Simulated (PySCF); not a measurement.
# C3H8O2Si: electronic excitations at several levels of theory, part 2 of 2

PySCF 2.14.0. Atoms count from 0.

### Step 8. Excited states and response: CAM-B3LYP/def2-SVPD

The job: settings as JSON, then the geometry in Å.

```
{"job": {"kind": "uv", "xc": "CAM-B3LYP", "basis": "def2-SVPD", "ip": true}, "charge": 0, "multiplicity": 1}
C     -0.639453     1.501409    -0.728822
C     -0.577077     0.274412    -0.192570
C     -1.749870    -0.660096    -0.142084
Si     1.056437    -0.290396     0.499739
O      2.254395     0.835860     0.235414
O      1.426165    -1.690802    -0.308301
H      0.242614     2.148180    -0.768179
H     -1.567259     1.898082    -1.160437
H     -1.530269    -1.583983    -0.702031
H     -2.658291    -0.202838    -0.564125
H     -1.971192    -0.969927     0.893435
H      0.978150    -0.540433     1.976918
H      2.487481     1.395861     0.979990
H      2.245920    -2.129393    -0.063391
```

Level: TDDFT CAM-B3LYP/def2-SVPD, vertical, gas phase, core orbitals frozen in the response.

The program printed:

```text
coarse grid: 12016 points
cycle   1  E = -558.5075644943  dE =  6.087e-01  |g| = 9.162e-01  |ddm| = 5.641e+00
cycle   2  E = -558.3990756090  dE =  1.085e-01  |g| = 1.215e+00  |ddm| = 2.421e+00
cycle   3  E = -558.6712844223  dE = -2.722e-01  |g| = 6.279e-02  |ddm| = 1.285e+00
cycle   4  E = -558.6720426489  dE = -7.582e-04  |g| = 2.866e-02  |ddm| = 1.527e-01
cycle   5  E = -558.6722603633  dE = -2.177e-04  |g| = 5.777e-03  |ddm| = 5.347e-02
cycle   6  E = -558.6722678276  dE = -7.464e-06  |g| = 2.567e-03  |ddm| = 1.357e-02
final grid: 110944 points
cycle   7  E = -558.7680638318  dE = -2.493e-05  |g| = 4.149e-03  |ddm| = 6.732e-02
cycle   8  E = -558.7680614918  dE =  2.340e-06  |g| = 5.239e-03  |ddm| = 1.495e-02
cycle   9  E = -558.7680684400  dE = -6.948e-06  |g| = 3.693e-04  |ddm| = 7.345e-03
cycle  10  E = -558.7680684708  dE = -3.081e-08  |g| = 1.494e-04  |ddm| = 6.826e-04
cycle  11  E = -558.7680684765  dE = -5.744e-09  |g| = 4.329e-05  |ddm| = 2.887e-04
cycle  12  E = -558.7680684769  dE = -3.646e-10  |g| = 1.181e-05  |ddm| = 6.402e-05
converged SCF energy = -558.7680684769

Static polarisability (au): isotropic 69.958, principal 57.374 72.487 80.014

Singlet excitations
state   eV       nm        f      main configurations
  1   6.6640    186.1   0.03525   H-1->L 0.55, H-1->L+1 0.17, H->L 0.11
  2   6.9296    178.9   0.24231   H->L 0.75
  3   7.2267    171.6   0.06555   H->L+1 0.84
  4   7.6015    163.1   0.01070   H-1->L+1 0.30, H->L+3 0.23, H->L+2 0.16
  5   7.6643    161.8   0.00814   H->L+2 0.34, H->L+3 0.18, H-1->L+1 0.14
  6   7.8641    157.7   0.02623   H-1->L+2 0.35, H-2->L 0.25, H-1->L+1 0.13
  7   8.0200    154.6   0.03736   H->L+3 0.41, H->L+2 0.36, H->L 0.08
  8   8.3174    149.1   0.01357   H-3->L 0.52
  9   8.3502    148.5   0.02011   H->L+4 0.74, H->L+6 0.11
 10   8.3808    147.9   0.01630   H-2->L 0.24, H-1->L+2 0.20, H-4->L 0.10

Triplet excitations (Tamm-Dancoff, eV): 4.1733 6.1552 7.0517 7.3115
Vertical ionisation energy (delta-SCF) = 9.7017 eV
```

It took 2.1 min on 1 thread of Arm Neoverse V2, shared host; peak memory 0.99 GiB.

In short: HOMO -8.87 eV, LUMO 0.60 eV; lowest singlet 6.66 eV.

### Step 9. Excited states and response: wB97X-D/def2-SVPD

Settings changed since step 8:

```diff
@@ -1,2 +1,2 @@
-{"job": {"kind": "uv", "xc": "CAM-B3LYP", "basis": "def2-SVPD", "ip": true}, "charge": 0, "multiplicity": 1}
+{"job": {"kind": "uv", "xc": "wB97X-D", "basis": "def2-SVPD", "ip": true}, "charge": 0, "multiplicity": 1}
 C     -0.639453     1.501409    -0.728822
```

Method: TDDFT wB97X-D/def2-SVPD, vertical, gas phase, core orbitals frozen in the response.

The program printed:

```text
coarse grid: 12016 points
cycle   1  E = -558.5411481406  dE =  6.098e-01  |g| = 9.000e-01  |ddm| = 5.328e+00
cycle   2  E = -558.4930484714  dE =  4.810e-02  |g| = 1.068e+00  |ddm| = 2.215e+00
cycle   3  E = -558.6999815966  dE = -2.069e-01  |g| = 5.237e-02  |ddm| = 1.087e+00
cycle   4  E = -558.7006131835  dE = -6.316e-04  |g| = 2.190e-02  |ddm| = 1.494e-01
cycle   5  E = -558.7007435558  dE = -1.304e-04  |g| = 5.928e-03  |ddm| = 5.232e-02
cycle   6  E = -558.7007528410  dE = -9.285e-06  |g| = 2.106e-03  |ddm| = 1.567e-02
final grid: 110944 points
cycle   7  E = -558.7867814347  dE = -7.435e-05  |g| = 4.141e-03  |ddm| = 1.398e-01
cycle   8  E = -558.7867826901  dE = -1.255e-06  |g| = 4.143e-03  |ddm| = 1.931e-02
cycle   9  E = -558.7867863722  dE = -3.682e-06  |g| = 4.706e-04  |ddm| = 5.526e-03
cycle  10  E = -558.7867864585  dE = -8.636e-08  |g| = 1.886e-04  |ddm| = 1.842e-03
cycle  11  E = -558.7867864686  dE = -1.010e-08  |g| = 5.723e-05  |ddm| = 4.138e-04
cycle  12  E = -558.7867864696  dE = -9.363e-10  |g| = 2.477e-05  |ddm| = 1.270e-04
converged SCF energy = -558.7867864696

Static polarisability (au): isotropic 69.941, principal 57.513 72.466 79.845

Singlet excitations
state   eV       nm        f      main configurations
  1   6.6714    185.8   0.02960   H-1->L 0.70, H->L 0.09, H-1->L+1 0.09
  2   7.0053    177.0   0.30461   H->L 0.79
  3   7.4424    166.6   0.02846   H->L+1 0.71, H->L+3 0.09
  4   7.8152    158.6   0.01751   H-1->L+1 0.43, H-2->L 0.16, H-1->L 0.11
  5   7.9083    156.8   0.00668   H->L+2 0.40, H->L+3 0.30, H-2->L 0.11
  6   8.0352    154.3   0.02168   H-1->L+2 0.32, H-2->L 0.23, H-1->L+1 0.13
  7   8.3440    148.6   0.01169   H-3->L 0.32, H-5->L 0.15, H-4->L 0.11
  8   8.3929    147.7   0.02964   H->L+3 0.31, H->L+2 0.21, H->L+1 0.11
  9   8.5087    145.7   0.02537   H-3->L 0.30, H-2->L 0.18, H-1->L+2 0.13
 10   8.6142    143.9   0.02394   H->L+4 0.68, H->L+6 0.11

Triplet excitations (Tamm-Dancoff, eV): 4.2924 6.1835 7.3808 7.5702
Vertical ionisation energy (delta-SCF) = 9.6556 eV
```

Run time: 1.9 min. Hardware: 1 thread of Arm Neoverse V2, shared host; peak memory 0.9 GiB.

Key values: HOMO -9.41 eV, LUMO 1.42 eV; lowest singlet 6.67 eV.

### Step 10. Excited states and response: LC-wPBE/def2-SVPD

Settings changed since step 9:

```diff
@@ -1,2 +1,2 @@
-{"job": {"kind": "uv", "xc": "wB97X-D", "basis": "def2-SVPD", "ip": true}, "charge": 0, "multiplicity": 1}
+{"job": {"kind": "uv", "xc": "LC-wPBE", "basis": "def2-SVPD", "ip": true}, "charge": 0, "multiplicity": 1}
 C     -0.639453     1.501409    -0.728822
```

Method: TDDFT LC-wPBE/def2-SVPD, vertical, gas phase, core orbitals frozen in the response.

The program printed:

```text
coarse grid: 12016 points
cycle   1  E = -558.3698567880  dE =  6.578e-01  |g| = 8.678e-01  |ddm| = 5.249e+00
cycle   2  E = -558.3691056397  dE =  7.511e-04  |g| = 9.243e-01  |ddm| = 2.008e+00
cycle   3  E = -558.5205932099  dE = -1.515e-01  |g| = 5.301e-02  |ddm| = 9.148e-01
cycle   4  E = -558.5213769390  dE = -7.837e-04  |g| = 1.664e-02  |ddm| = 1.597e-01
cycle   5  E = -558.5214583826  dE = -8.144e-05  |g| = 6.230e-03  |ddm| = 5.055e-02
cycle   6  E = -558.5214688685  dE = -1.049e-05  |g| = 1.604e-03  |ddm| = 1.461e-02
cycle   7  E = -558.5214696116  dE = -7.431e-07  |g| = 6.238e-04  |ddm| = 4.037e-03
final grid: 110944 points
cycle   8  E = -558.6270525328  dE = -3.190e-05  |g| = 3.349e-03  |ddm| = 7.010e-02
cycle   9  E = -558.6270545133  dE = -1.981e-06  |g| = 2.094e-03  |ddm| = 1.138e-02
cycle  10  E = -558.6270556352  dE = -1.122e-06  |g| = 2.625e-04  |ddm| = 3.617e-03
cycle  11  E = -558.6270556550  dE = -1.983e-08  |g| = 1.915e-04  |ddm| = 9.761e-04
cycle  12  E = -558.6270556627  dE = -7.670e-09  |g| = 3.192e-05  |ddm| = 2.429e-04
cycle  13  E = -558.6270556632  dE = -4.981e-10  |g| = 7.157e-06  |ddm| = 1.038e-04
converged SCF energy = -558.6270556632

Static polarisability (au): isotropic 68.305, principal 56.173 70.611 78.133

Singlet excitations
state   eV       nm        f      main configurations
  1   6.8541    180.9   0.02758   H-1->L 0.38, H-1->L+1 0.30
  2   7.1768    172.8   0.34186   H->L 0.43, H->L+1 0.32, H->L+2 0.08
  3   7.9588    155.8   0.01448   H->L+1 0.45, H->L 0.16, H->L+3 0.10
  4   8.1527    152.1   0.01957   H-1->L 0.28, H-2->L 0.15, H-1->L+1 0.15
  5   8.3101    149.2   0.03121   H-1->L+2 0.24, H-2->L 0.17, H-1->L+1 0.11
  6   8.5667    144.7   0.00830   H->L+2 0.34, H->L+3 0.27
  7   8.6092    144.0   0.00080   H-5->L+1 0.16, H-5->L 0.15, H-4->L 0.12
  8   8.8858    139.5   0.04367   H-3->L 0.43, H-2->L 0.14
  9   9.0141    137.5   0.01353   H->L+3 0.20, H->L 0.11, H->L+4 0.09
 10   9.1062    136.2   0.02631   H->L+4 0.38, H-1->L+3 0.12, H->L+6 0.09

Triplet excitations (Tamm-Dancoff, eV): 4.0347 6.2234 7.6706 7.7629
Vertical ionisation energy (delta-SCF) = 9.7454 eV
```

It took 2.4 min on 1 thread of Arm Neoverse V2, shared host; peak memory 0.87 GiB.

This run: HOMO -10.27 eV, LUMO 1.70 eV; lowest singlet 6.85 eV.

### Step 11. Ultraviolet spectrum: PBE0/6-31G*

Settings changed since step 10:

```diff
@@ -1,2 +1,2 @@
-{"job": {"kind": "uv", "xc": "LC-wPBE", "basis": "def2-SVPD", "ip": true}, "charge": 0, "multiplicity": 1}
+{"job": {"kind": "uv", "xc": "PBE0", "basis": "6-31G*"}, "charge": 0, "multiplicity": 1}
 C     -0.639453     1.501409    -0.728822
```

Method: TDDFT PBE0/6-31G*, vertical, gas phase, core orbitals frozen in the response.

The program printed:

```text
coarse grid: 12016 points
cycle   1  E = -558.5623851063  dE =  6.102e-01  |g| = 9.570e-01  |ddm| = 3.297e+00
cycle   2  E = -558.3649865855  dE =  1.974e-01  |g| = 1.388e+00  |ddm| = 1.826e+00
cycle   3  E = -558.7412696904  dE = -3.763e-01  |g| = 9.258e-02  |ddm| = 1.186e+00
cycle   4  E = -558.7430053186  dE = -1.736e-03  |g| = 3.840e-02  |ddm| = 1.283e-01
cycle   5  E = -558.7433918278  dE = -3.865e-04  |g| = 8.849e-03  |ddm| = 4.449e-02
cycle   6  E = -558.7434069649  dE = -1.514e-05  |g| = 4.265e-03  |ddm| = 1.008e-02
cycle   7  E = -558.7434117222  dE = -4.757e-06  |g| = 6.488e-04  |ddm| = 4.088e-03
final grid: 110944 points
cycle   8  E = -558.6813845866  dE = -1.901e-05  |g| = 7.423e-03  |ddm| = 1.662e-02
cycle   9  E = -558.6813778819  dE =  6.705e-06  |g| = 9.374e-03  |ddm| = 1.532e-02
cycle  10  E = -558.6813985572  dE = -2.068e-05  |g| = 8.912e-04  |ddm| = 8.343e-03
cycle  11  E = -558.6813987200  dE = -1.628e-07  |g| = 9.378e-05  |ddm| = 7.357e-04
cycle  12  E = -558.6813987219  dE = -1.864e-09  |g| = 3.429e-05  |ddm| = 1.178e-04
cycle  13  E = -558.6813987221  dE = -1.845e-10  |g| = 2.158e-05  |ddm| = 5.116e-05
converged SCF energy = -558.6813987221

Static polarisability (au): isotropic 56.862, principal 42.116 59.591 68.880

Singlet excitations
state   eV       nm        f      main configurations
  1   6.6861    185.4   0.01163   H-1->L 0.92
  2   7.2071    172.0   0.26829   H->L 0.87
  3   7.6249    162.6   0.00162   H->L+1 0.97
  4   7.8034    158.9   0.00710   H-2->L 0.81, H-3->L 0.09
  5   8.1024    153.0   0.00628   H-3->L 0.80, H-2->L 0.11
  6   8.1556    152.0   0.01677   H-1->L+1 0.86
  7   8.3818    147.9   0.08882   H->L+2 0.82
  8   8.4808    146.2   0.00204   H-4->L 0.55, H-5->L 0.28
  9   8.6509    143.3   0.01044   H-1->L+2 0.82
 10   8.7521    141.7   0.00467   H-5->L 0.56, H-4->L 0.26

Triplet excitations (Tamm-Dancoff, eV): 4.1666 6.1463 7.4595 7.5048
```

It took 14 s on 1 thread of Arm Neoverse V2, shared host; peak memory 0.6 GiB.

Key values: HOMO -7.24 eV, LUMO 0.25 eV; lowest singlet 6.69 eV.

### Step 12. Ultraviolet spectrum: PBE0/def2-SVP

Settings changed since step 11:

```diff
@@ -1,2 +1,2 @@
-{"job": {"kind": "uv", "xc": "PBE0", "basis": "6-31G*"}, "charge": 0, "multiplicity": 1}
+{"job": {"kind": "uv", "xc": "PBE0", "basis": "def2-SVP"}, "charge": 0, "multiplicity": 1}
 C     -0.639453     1.501409    -0.728822
```

With the program's defaults for keys left out, this is: TDDFT PBE0/def2-SVP, vertical, gas phase, core orbitals frozen in the response.

The program printed:

```text
coarse grid: 12016 points
cycle   1  E = -558.1643088072  dE =  5.635e-01  |g| = 9.478e-01  |ddm| = 3.704e+00
cycle   2  E = -557.9624379488  dE =  2.019e-01  |g| = 1.390e+00  |ddm| = 2.060e+00
cycle   3  E = -558.3376183269  dE = -3.752e-01  |g| = 8.754e-02  |ddm| = 1.377e+00
cycle   4  E = -558.3391240149  dE = -1.506e-03  |g| = 3.960e-02  |ddm| = 1.319e-01
cycle   5  E = -558.3395347094  dE = -4.107e-04  |g| = 9.808e-03  |ddm| = 4.811e-02
cycle   6  E = -558.3395537917  dE = -1.908e-05  |g| = 4.665e-03  |ddm| = 1.190e-02
cycle   7  E = -558.3395595551  dE = -5.763e-06  |g| = 6.380e-04  |ddm| = 4.777e-03
final grid: 110944 points
cycle   8  E = -558.4235849680  dE = -2.184e-05  |g| = 8.027e-03  |ddm| = 2.202e-02
cycle   9  E = -558.4235749132  dE =  1.005e-05  |g| = 1.070e-02  |ddm| = 1.728e-02
cycle  10  E = -558.4236001679  dE = -2.525e-05  |g| = 8.871e-04  |ddm| = 9.777e-03
cycle  11  E = -558.4236003422  dE = -1.743e-07  |g| = 1.090e-04  |ddm| = 8.663e-04
cycle  12  E = -558.4236003442  dE = -1.992e-09  |g| = 6.076e-05  |ddm| = 1.493e-04
cycle  13  E = -558.4236003451  dE = -8.899e-10  |g| = 2.141e-05  |ddm| = 7.736e-05
converged SCF energy = -558.4236003451

Static polarisability (au): isotropic 58.842, principal 44.266 61.306 70.954

Singlet excitations
state   eV       nm        f      main configurations
  1   6.5703    188.7   0.01407   H-1->L 0.91
  2   7.1681    173.0   0.29759   H->L 0.89
  3   7.6972    161.1   0.00352   H-2->L 0.78, H-3->L 0.09
  4   7.7452    160.1   0.01130   H->L+1 0.89
  5   7.9884    155.2   0.00436   H-3->L 0.80, H-2->L 0.13
  6   8.1829    151.5   0.01415   H-1->L+1 0.80, H->L+2 0.09
  7   8.2949    149.5   0.03679   H->L+2 0.72, H->L+3 0.10
  8   8.3755    148.0   0.00396   H-4->L 0.55, H-5->L 0.29
  9   8.6311    143.6   0.02962   H-1->L+2 0.64, H->L+3 0.22
 10   8.6374    143.5   0.00386   H-5->L 0.51, H-4->L 0.31, H->L+3 0.08

Triplet excitations (Tamm-Dancoff, eV): 4.1502 6.0185 7.3800 7.6087
```

It took 18 s on 1 thread of Arm Neoverse V2, shared host; peak memory 0.67 GiB.

In short: HOMO -7.41 eV, LUMO 0.03 eV; lowest singlet 6.57 eV.

### Step 13. Run by run: electronic excitations

Excitations and ground-state properties, with basis size and wall time:

| run | lowest singlet (eV) | brightest (eV) | f | gap (eV) | α (Å³) | μ (D) | functions | time |
| --- | --- | --- | --- | --- | --- | --- | --- | --- |
| LDA/def2-SVPD | 5.60 | 7.10 | 0.087 | 5.10 | 11.08 | 1.64 | 194 | 2 min |
| PBE/def2-SVPD | 5.69 | 7.00 | 0.084 | 5.15 | 10.94 | 1.57 | 194 | 2.5 min |
| B3LYP/def2-SVPD | 6.32 | 7.36 | 0.104 | 6.75 | 10.55 | 1.69 | 194 | 2.2 min |
| PBE0/def2-SVPD | 6.43 | 6.69 | 0.120 | 7.22 | 10.44 | 1.67 | 194 | 1.7 min |
| BHandHLYP/def2-SVPD | 6.89 | 6.89 | 0.197 | 9.01 | 10.10 | 1.80 | 194 | 1.7 min |
| CAM-B3LYP/def2-SVPD | 6.66 | 6.93 | 0.242 | 9.48 | 10.37 | 1.76 | 194 | 2.1 min |
| wB97X-D/def2-SVPD | 6.67 | 7.01 | 0.305 | 10.82 | 10.36 | 1.72 | 194 | 1.9 min |
| LC-wPBE/def2-SVPD | 6.85 | 7.18 | 0.342 | 11.97 | 10.12 | 1.76 | 194 | 2.4 min |
| PBE0/6-31G* | 6.69 | 7.21 | 0.268 | 7.49 | 8.43 | 1.91 | 104 | 14 s |
| PBE0/def2-SVP | 6.57 | 7.17 | 0.298 | 7.44 | 8.72 | 1.80 | 128 | 18 s |

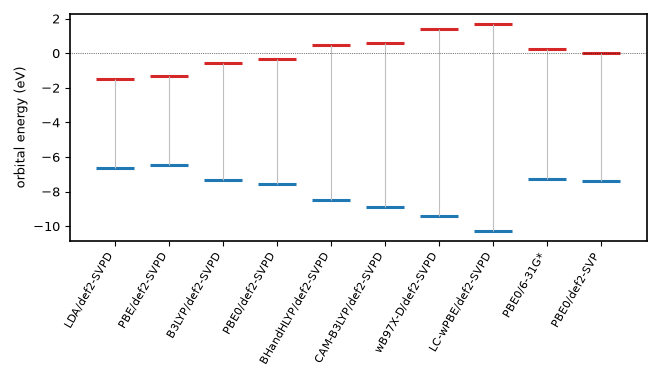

HOMO (blue) and LUMO (red) run by run.

### Step 14. Summary of results

This closing draws on all 2 parts.

```
                                quantity                                             value
                             point group                                                C1
    rotational constants (main isotopes)                              3.97, 2.29, 1.63 GHz
          lowest singlet (LDA/def2-SVPD)                       5.60 eV (221 nm), f = 0.011
brightest single state of those computed                      state 10, 7.10 eV, f = 0.087
                          lowest triplet                                           4.46 eV
       vertical ionisation energy (ΔSCF)                                           9.81 eV
       vertical electron affinity (ΔSCF)  -0.66 eV (unbound: the value hangs on the basis)
             range of the lowest singlet                                   5.60 to 6.89 eV
```

In words: Single values in the summary come from the first run of each kind that ended normally (LDA/def2-SVPD), which need not be the best level. Over 13 steps the energy fell by 0.290 eV; of the close pairs, Si3–O4 changed most, 1.601 to 1.665 Å. The first singlet state (HOMO−1→LUMO 0.88, HOMO→LUMO 0.09) lies at 5.60 eV and is weak; of the 10 states computed, the strongest absorption comes from state 10 at 7.10 eV (the last computed, so partners may be missing). The lowest triplet lies 1.14 eV below the lowest singlet (triplets in Tamm-Dancoff, singlets in full TDDFT). The orbital energy would give 6.60 eV for ionisation, ΔSCF gives 9.81 eV. In this run the hole sits in HOMO−1, not in the HOMO; unless the two are degenerate, this need not be the first ionisation. The lowest singlet runs from 5.60 eV (LDA/def2-SVPD) to 6.89 eV (BHandHLYP/def2-SVPD), while the orbital gap spans 5.10 to 11.97 eV. The lowest state need not be the same one in every run.
